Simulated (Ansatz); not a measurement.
**CH7BNSi (SMILES [SiH3][NH+]1BC1) (charge +1): density, localisation and related maps**

Input

```
crystal:
  periodic: [false, false, false]
  atoms:
    - { symbol: Si, position_ang: [-0.86998, 1.3533, 0.02872] }
    - { symbol: "N", position_ang: [0.51525, 0.09784, 0.14563] }
    - { symbol: B, position_ang: [0.47358, -1.17992, 0.86154] }
    - { symbol: C, position_ang: [0.42583, -1.16761, -0.64001] }
    - { symbol: H, position_ang: [-0.67103, 1.81943, -1.34042] }
    - { symbol: H, position_ang: [-0.51653, 2.26756, 1.10551] }
    - { symbol: H, position_ang: [-2.05215, 0.52768, 0.24022] }
    - { symbol: H, position_ang: [1.41792, 0.56437, 0.11182] }
    - { symbol: H, position_ang: [0.49354, -1.58583, 1.93617] }
    - { symbol: H, position_ang: [1.28203, -1.41637, -1.25582] }
    - { symbol: H, position_ang: [-0.49847, -1.28047, -1.19335] }
total_charge: 1
basis:
  gaussian: { orbitals: cc-pVDZ }
hamiltonian:
  xc: pbe
relax:
  f_tol: 0.015
  max_steps: 40
output:
  orbitals: {}
```

Launched as:

```sh
ansatz run input.yaml --threads 2 --pin off --max-ram 3072MiB --backend cpu --events-out ev --progress --plain --runs-dir out
```

The fields are those of the relaxed geometry.

Theory: RKS PBE/cc-pVDZ (Ansatz).

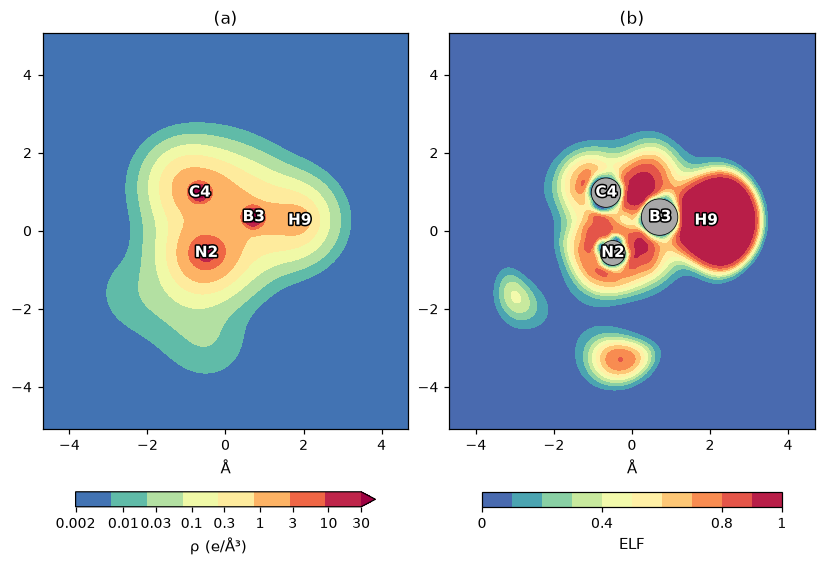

Figure 1. (a) total electron density; (b) electron localisation function on the plane of atoms N2, B3 and H9. Grey discs cover the atomic cores in the ELF map.

**Interpret the plot.**

The plane passes through N, B, C and H nuclei. B–N (1.51 Å): ρ at the midpoint is about 1.5 e/Å³; the ELF peaks at about 0.85 between the atoms, as expected for a shared but strongly polarised pair. C–B (1.51 Å): ρ is about 1.4 e/Å³ halfway; the ELF peaks at about 0.90 between the atoms, as expected for localised, covalent bonding. C–N (1.56 Å): the density is about 1.5 e/Å³ at the midpoint; the ELF peaks at about 0.80 between the atoms (a shared electron pair). B–H (1.19 Å): ρ is about 1.3 e/Å³ halfway; the ELF climbs to about 1 towards the hydrogen, as it does in any bond to H (an ordinary covalent bond to hydrogen).

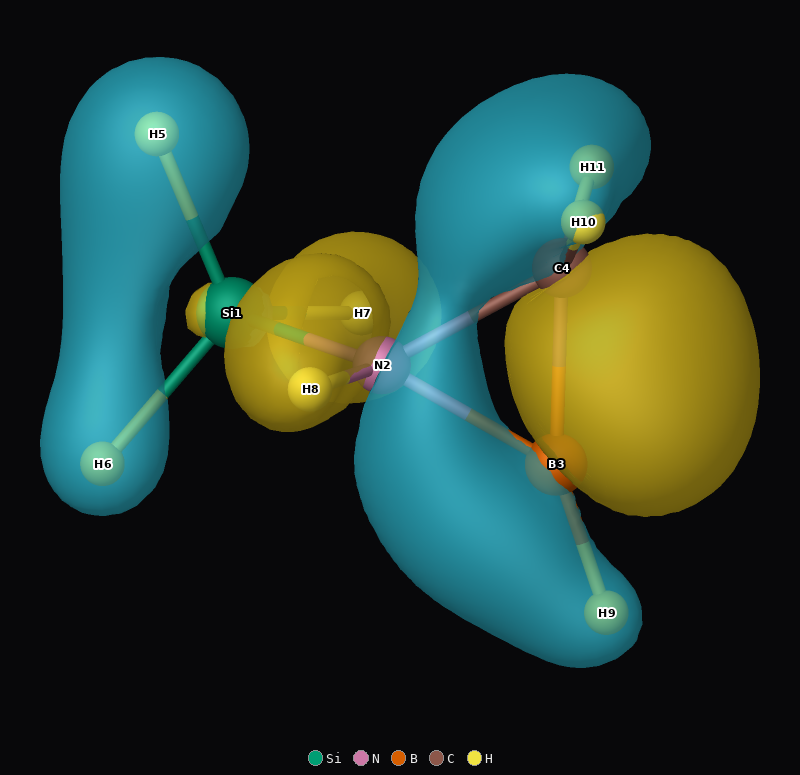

Figure 2. The HOMO at ±0.1 Å⁻³ᐟ² (yellow and cyan are the two phases), seen at a tilt.

**Where does this orbital lie, and at what energy?**

Its weight (Hirshfeld) is mainly on C4 (about 30 %), B3 (about 25 %), N2 (about 15 %) and Si1 (about 10 %). Its energy is −13.11 eV.

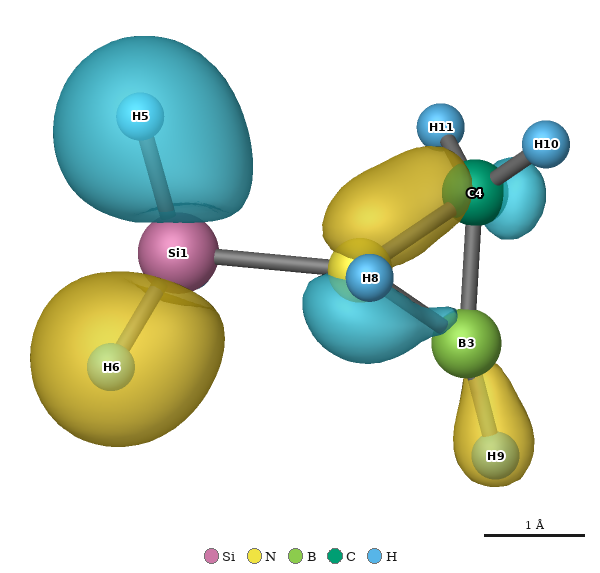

Figure 3. The HOMO−1 at ±0.15 Å⁻³ᐟ² (yellow and cyan are the two phases), seen across its widest extent.

**Where does this orbital lie, and at what energy?**

By Hirshfeld shares it lies mainly on Si1 (about 35 %), H5 (about 25 %), H6 (about 20 %) and N2 (about 10 %). Its energy is −13.37 eV.
